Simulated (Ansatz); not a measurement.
SiC (4H type, space group P6_3mc)

Space group P6₃mc (No. 186); a = b = 3.094 Å, c = 10.129 Å, α = β = 90.00°, γ = 120.00°

```json
[
 {"atom": "Si", "site": "2a", "symmetry": "3m.", "x": "0.0000", "y": "0.0000", "z": "0.0003"},
 {"atom": "Si", "site": "2b", "symmetry": "3m.", "x": "0.3333", "y": "0.6667", "z": "0.2503"},
 {"atom": "C", "site": "2a", "symmetry": "3m.", "x": "0.0000", "y": "0.0000", "z": "0.3129"},
 {"atom": "C", "site": "2b", "symmetry": "3m.", "x": "0.3333", "y": "0.6667", "z": "0.0622"}
]
```

This relaxed cell (volume V₀) is scaled evenly in all directions, its shape held. The atoms relax within the cell's symmetry.

Method: PBE (plane waves to 420 eV, PAW, scalar-relativistic; Ansatz, a first-principles code). k mesh 12×12×4 (Γ-centred), Fermi-Dirac smearing 0.05 eV. E stands for the smeared free energy. With the shape held, the modulus is that of even scaling; a crystal free to change shape is softer. SiC was relaxed with its symmetry unable to fall. The PAW data are Ansatz's earlier set. ΔE is measured from the relaxed starting cell.

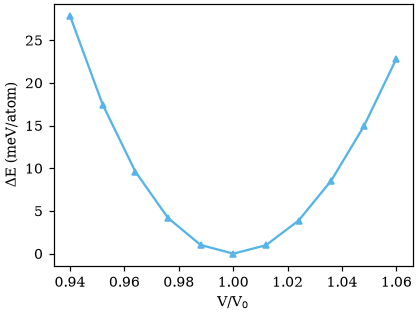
ΔE (meV/atom) against V/V₀; computed points joined by lines.

Problem. What bulk modulus at fixed cell shape B₀ follows from a third-order Birch-Murnaghan fit?

Solution. About 210 GPa.

Problem. What is ΔE at V/V₀ = 0.940?

Solution. About 28 meV/atom.

Problem. What is ΔE at V/V₀ = 1.060?

Solution. About 23 meV/atom.

(A scan under strain: stresses follow from slopes of the energy per volume, elastic moduli from its curvatures.)
